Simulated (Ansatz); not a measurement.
## TaC (rock salt), energy against volume

TaC (rock salt)

```yaml
crystal:
  lattice:
    - [0.00000, 2.23794, 2.23794]
    - [2.23794, 0.00000, 2.23794]
    - [2.23794, 2.23794, 0.00000]
  atoms:
    - { symbol: C, position: [0.00000, 0.00000, 0.00000] }
    - { symbol: Ta, position: [0.50000, 0.50000, 0.50000] }
```

E(V) scan at fixed shape, V₀ the volume above. Symmetry pins the atoms to their sites.

These are PBE (plane waves to 420 eV, PAW, scalar-relativistic; Ansatz, an electronic-structure program) values and carry that method's errors. k mesh 18×18×18 (Γ-centred), Fermi-Dirac smearing 0.05 eV. The energy includes the smearing's −TS. Stress and pressure are positive under compression. Spin-orbit coupling is left out, though Ta is heavy. TaC is run without spin polarisation. TaC was relaxed with its symmetry unable to fall. The PAW data are Ansatz's earlier set. The zero of ΔE is the relaxed starting cell.

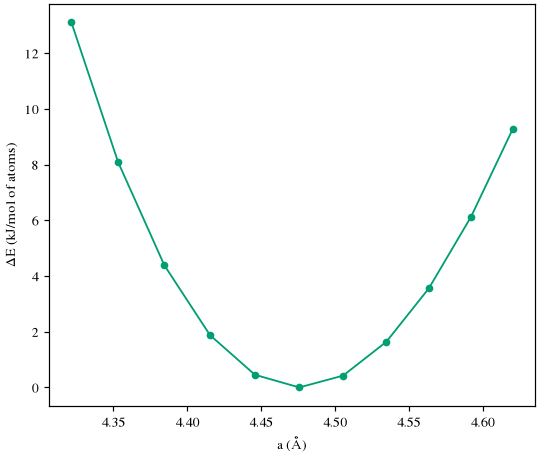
Figure. ΔE (kJ/mol of atoms) against a (Å); markers are the computed points, lines only join them.

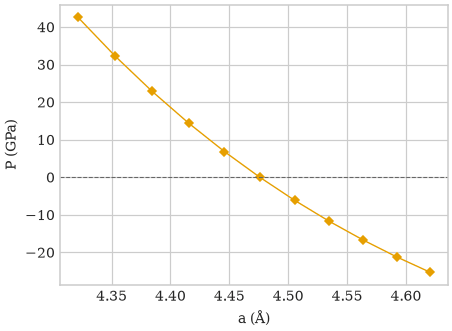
*P (GPa) against a (Å); one marker a computed point.*

The energy cost of the largest expansion is 96 meV/atom and the equilibrium volume of the fit comes out as 11.21 Å³/atom. The pressure derivative B₀′ (fit) is 4.2. The bulk modulus B₀ (third-order Birch-Murnaghan fit) is 324 GPa and the energy cost of the largest compression comes out as 136 meV/atom.

Check by three points about V = 11.208 Å³/atom, step 0.448: d²E/dV² ≈ (19 − 2·0 + 17) meV / 0.448² = 0.179 eV/Å⁶, and V·d²E/dV² × 160.2 = 322 GPa.

(A scan under strain: stresses follow from slopes of the energy per volume, elastic moduli from its curvatures.)
